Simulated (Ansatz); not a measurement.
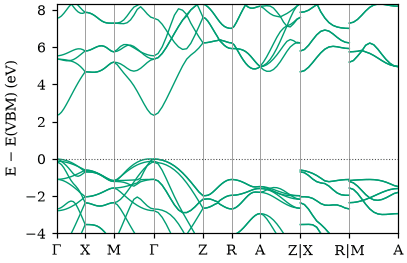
Band structure from r²SCAN (plane waves, PAW; program Ansatz)

Problem. Read off the gap and where the band edges lie.

Solution. About 2.3 eV (2.34 eV by a search for the band edges); maximum on the M–Γ line, 89 % of the way from M, minimum at Γ.

Problem. Pick the material that matches.
(A) BP, P4_2/mnm (B on 4f, P on 4g)
(B) AlGa3As4, P-4m2 (Pearson symbol tP8)
(C) AlGaAs2, P-4m2 (Pearson symbol tP8)
(D) GaN, P4_2/mnm (Ga on 4g, N on 4f)

Solution. D, GaN, P4_2/mnm (Ga on 4g, N on 4f)

The start of the workflow was typed in or built on a structure type; neither database checked (COD, Materials Project) lists it. It is not the phase usual at ambient conditions (space group No. 186, 216). The r²SCAN relaxation kept the symmetry of its start; its stability against distortions is not shown here. Scalar-relativistic: spin–orbit coupling is off unless named, which matters more the heavier the elements.

Potentials: the earlier of the program's two PAW sets.
